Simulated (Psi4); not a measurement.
# MP2/cc-pVDZ run of GeNH2F (SMILES [NH2][Ge][F])

Aim: the energy change on altering one bond length of GeNH2F at MP2/cc-pVDZ, from 2 runs. 

The calculation is run with Psi4 1.11.

5 further runs of the same task are left out: 4 that didn't finish, 1 set aside as unsound or not needed.

### 1 The molecule

GeNH2F has 5 atoms, charge 0, and is taken as a singlet. SMILES: `[NH2][Ge][F]`. The shape is that of a PBE0-D4/def2-TZVP optimisation. This is one conformer, not always the lowest.

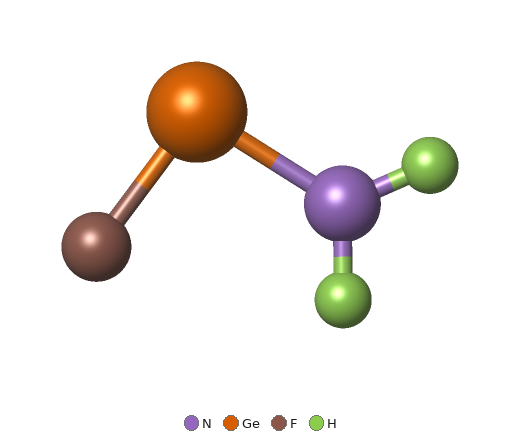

Viewed from a chosen angle; nitrogen purple, germanium orange, fluorine brown, hydrogen green.

### 2 A single-point energy at MP2/cc-pVDZ

fgeh2n.in

```
memory 1600 mb

molecule {
  N
  Ge 1 r2
  F 2 r3 1 a3
  H 1 r4 2 a4 3 d4
  H 1 r5 4 a5 2 d5

  r2 = 1.810891
  r3 = 1.768264
  a3 = 94.51926
  r4 = 1.007652
  a4 = 124.03121
  d4 = 179.97989
  r5 = 1.009603
  a5 = 113.29394
  d5 = -179.99791
  units angstrom
  symmetry c1
}

set puream true
set e_convergence 1e-09
set d_convergence 1e-08
set scf_type pk
set num_frozen_docc 11
set mp2_type conv

result, w = energy('mp2/cc-pVDZ', return_wfn=True)
print_variables()
```

Run with:

```console
$ psi4 -i fgeh2n.in -o fgeh2n.out -n 1
```

fgeh2n.out:

```text
[...]
  Running in c1 symmetry.
[...]
  Nuclear repulsion =  188.583794277643932
[...]
  Multiplicity = 1
[...]
  Nalpha       = 25
  Nbeta        = 25
[...]
    Number of basis functions: 65
[...]
   @RHF iter   1: -2230.00061420837437   -4.61352e+00   1.49033e-02 ADIIS/DIIS
[...]
   @RHF iter  12: -2230.44439540539497   -5.00222e-12   4.05541e-09 DIIS
[...]
    Orbital Energies [Eh]
    ---------------------
    Doubly Occupied:
       1A   -405.313841     2A    -52.213211     3A    -46.302008
       4A    -46.301103     5A    -46.300237     6A    -26.233279
       7A    -15.559041     8A     -7.232071     9A     -5.206602
      10A     -5.204281    11A     -5.200087    12A     -1.682164
      13A     -1.673621    14A     -1.673237    15A     -1.668198
      16A     -1.664542    17A     -1.504552    18A     -1.133383
      19A     -0.712233    20A     -0.665768    21A     -0.605697
      22A     -0.590883    23A     -0.567417    24A     -0.419053
      25A     -0.376524
[...]
  @RHF Final Energy: -2230.44439540539497
   => Energetics <=
    Nuclear Repulsion Energy =            188.5837942776439320
    One-Electron Energy =               -3486.0503122710279058
    Two-Electron Energy =                1067.0221225879893154
    Total Energy =                      -2230.4443954053949710
[...]
 Multipole Moments:
 ------------------------------------------------------------------------------------
     Multipole            Electronic (a.u.)      Nuclear  (a.u.)        Total (a.u.)
 ------------------------------------------------------------------------------------
 L = 1.  Multiply by 2.5417464519 to convert [e a0] to [Debye]
 Dipole X            :          0.0000336            0.0000396            0.0000732
 Dipole Y            :          1.8225139           -0.9483763            0.8741376
 Dipole Z            :          6.0381591           -6.6914255           -0.6532664
 Magnitude           :                                                    1.0912715
[...]
	SCS-MP2 Total Energy (a.u.)        : -2230.88871871636275
	SOS-MP2 Total Energy (a.u.)        : -2230.84896029948777
	SCSN-MP2 Total Energy (a.u.)       : -2230.65431984649240
[...]
	SOS-PI-MP2 Total Energy (a.u.)     : -2230.91638778183642
[...]
	MP2 Total Energy (a.u.)            : -2230.90080806776268
[...]
```

Run time: 14 s. Hardware: 1 thread of Intel Xeon Platinum 8375C at 2.90GHz (Ice Lake), shared host; peak memory 0.42 GiB.

### 3 The distorted shape at the same level

job.inp

```
memory 1.6 GB

molecule system {
  0 1
  N     -0.237017     0.166128    -0.226927
  Ge     0.674783    -0.486672     1.194973
  F      1.838983    -1.385372     0.213273
  H     -1.280100     0.952600    -0.130600
  H      0.016183    -0.046172    -1.180927
  units angstrom
  symmetry c1
}

set {
  basis           cc-pVDZ
  reference       rhf
  puream          true
  e_convergence   1e-09
  d_convergence   1e-08
  scf_type        pk
  num_frozen_docc 11
  mp2_type        conv
}

e, wfn = energy("mp2", return_wfn=True)
print_variables()
```

Run with:

```console
$ psi4 -n 1 job.inp job.out
```

job.out:

```text
[...]
  Running in c1 symmetry.
[...]
  Nuclear repulsion =  186.988865606526815
[...]
  Multiplicity = 1
[...]
  Nalpha       = 25
  Nbeta        = 25
[...]
    Number of basis functions: 65
[...]
   @RHF iter   1: -2229.89693633733032   -4.69783e+00   1.53055e-02 DIIS/ADIIS
[...]
   @RHF iter  12: -2230.39447582858566   -4.54747e-13   4.19152e-09 DIIS
[...]
    Orbital Energies [Eh]
    ---------------------
    Doubly Occupied:
       1A   -405.313848     2A    -52.213169     3A    -46.301919
       4A    -46.301052     5A    -46.300200     6A    -26.233537
       7A    -15.582612     8A     -7.232034     9A     -5.206385
      10A     -5.204134    11A     -5.200161    12A     -1.682029
      13A     -1.673354    14A     -1.673190    15A     -1.668159
      16A     -1.664638    17A     -1.504782    18A     -1.098316
      19A     -0.703881    20A     -0.624262    21A     -0.602904
      22A     -0.591144    23A     -0.537157    24A     -0.416142
      25A     -0.376304
[...]
  @RHF Final Energy: -2230.39447582858566
   => Energetics <=
    Nuclear Repulsion Energy =            186.9888656065268151
    One-Electron Energy =               -3482.9560580642119021
    Two-Electron Energy =                1065.5727166290994319
    Total Energy =                      -2230.3944758285856551
[...]
 Multipole Moments:
 ------------------------------------------------------------------------------------
     Multipole            Electronic (a.u.)      Nuclear  (a.u.)        Total (a.u.)
 ------------------------------------------------------------------------------------
 L = 1.  Multiply by 2.5417464519 to convert [e a0] to [Debye]
 Dipole X            :          2.1117513           -3.0250050           -0.9132537
 Dipole Y            :         -1.4519505            2.1400138            0.6880633
 Dipole Z            :          5.8599631           -5.8185078            0.0414552
 Magnitude           :                                                    1.1441949
[...]
	SCS-MP2 Total Energy (a.u.)        : -2230.84749441534177
	SOS-MP2 Total Energy (a.u.)        : -2230.80727655070632
	SCSN-MP2 Total Energy (a.u.)       : -2230.60682615386168
[...]
	SOS-PI-MP2 Total Energy (a.u.)     : -2230.87607667105976
[...]
	MP2 Total Energy (a.u.)            : -2230.85913002425968
[...]
```

Run time: 12 s. Hardware: 1 thread of Intel Xeon Platinum 8375C at 2.90GHz (Ice Lake), shared host; peak memory 0.42 GiB.

### 4 Outcome

Level: MP2/cc-pVDZ, 11 core orbitals frozen.

| quantity | value |
| --- | --- |
| first shape: total energy | -2230.90081 Eh |
| first shape: HOMO energy (Hartree–Fock orbitals) | -10.25 eV |
| first shape: LUMO energy (Hartree–Fock orbitals) | 1.71 eV |
| first shape: HOMO–LUMO gap (Hartree–Fock orbitals) | 11.95 eV |
| first shape: correlation energy (11 core orbitals frozen) | -456.4 mEh |
| distorted shape: total energy | -2230.85913 Eh |
| distorted shape: HOMO energy (Hartree–Fock orbitals) | -10.24 eV |
| distorted shape: LUMO energy (Hartree–Fock orbitals) | 1.74 eV |
| distorted shape: HOMO–LUMO gap (Hartree–Fock orbitals) | 11.98 eV |
| distorted shape: correlation energy (11 core orbitals frozen) | -464.7 mEh |
| energy change with the N1–H4 bond stretched from 1.008 to 1.310 Å | 1.134 eV |

In words: With the N1–H4 bond stretched from 1.008 to 1.310 Å the energy rises by 1.13 eV (109 kJ/mol). The first shape isn't relaxed at this level, so the change isn't measured from a minimum.
